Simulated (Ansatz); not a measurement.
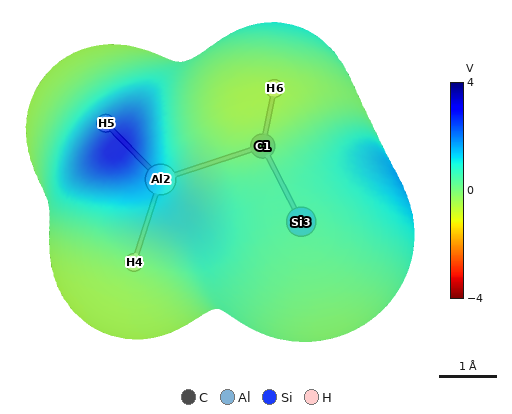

Figure. CH₃AlSi (SMILES [AlH2][CH]=[Si]). The electrostatic potential painted on the density surface at 0.002 e/bohr³, seen at a tilt; red is negative and blue positive.

Geometry: B3LYP-D4/def2-TZVP.

Theory: Ansatz 0.2.0, isolated molecule in a Gaussian basis; Kohn-Sham density functional theory, functional PBE0.

```xyz
6

C     2.2411    0.0737    0.2917
Al    0.9590   -0.3323   -1.1117
Si    3.7354   -0.2002   -0.4390
H     1.4750   -0.7967   -2.5350
H    -0.5819   -0.1914   -0.8078
H     1.7706    0.3801    1.2178
```

Describe the electrostatic potential map.

The most negative region (about −0.6 V) lies over C1 and Si3, the most positive (about +3.0 V) over Al2.

How polar is the molecule by this calculation?

Its dipole moment is 0.89 D.
